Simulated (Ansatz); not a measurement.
Input

```
crystal:
  periodic: [false, false, false]
  atoms:
    - { symbol: B, position_ang: [-0.920629, -0.239692, 0.302042] }
    - { symbol: H, position_ang: [1.310288, 0.042965, 1.110815] }
    - { symbol: O, position_ang: [1.674711, 0.01111, 0.198651] }
    - { symbol: H, position_ang: [1.889286, -0.923952, 0.09789] }
    - { symbol: Cl, position_ang: [-1.347056, 0.157669, -1.317597] }
basis:
  gaussian: { orbitals: def2-SVP }
hamiltonian:
  xc: pbe0
relax:
  f_tol: 0.03
  max_steps: 50
output:
  orbitals: {}
```

Run with:

```sh
ansatz run input.yaml --threads 1 --pin off --max-ram 2048MiB --backend cpu --events-out ev --progress --plain --runs-dir out
```

The fields are those of the run's last geometry, not of the input's.

These are results of RKS PBE0/def2-SVP in Ansatz, not measurements.

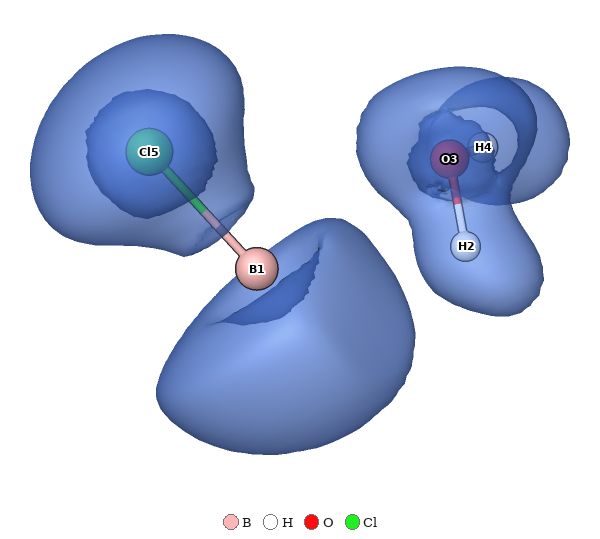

BCl···H$_{2}$O. Isosurface of the ELF at 0.75 (blue), seen at a tilt. Core shells and regions of very low density are left out.

Question: Where are the electrons localised?

Answer: The surface consists of one region on Cl in which the atom's valence shell and bonds are merged, one lobe on B, pointing away from the bonds (lone pairs) and one joined region spread over several atoms (H, O), in which their bonds and any lone pairs are merged. Along the contacts the grid gives the following. B1···O3 (2.52 Å): the ELF is about 0.15 at the midpoint. B–Cl (1.73 Å): the ELF peaks at about 0.90 between the atoms; a shared but strongly polarised pair.
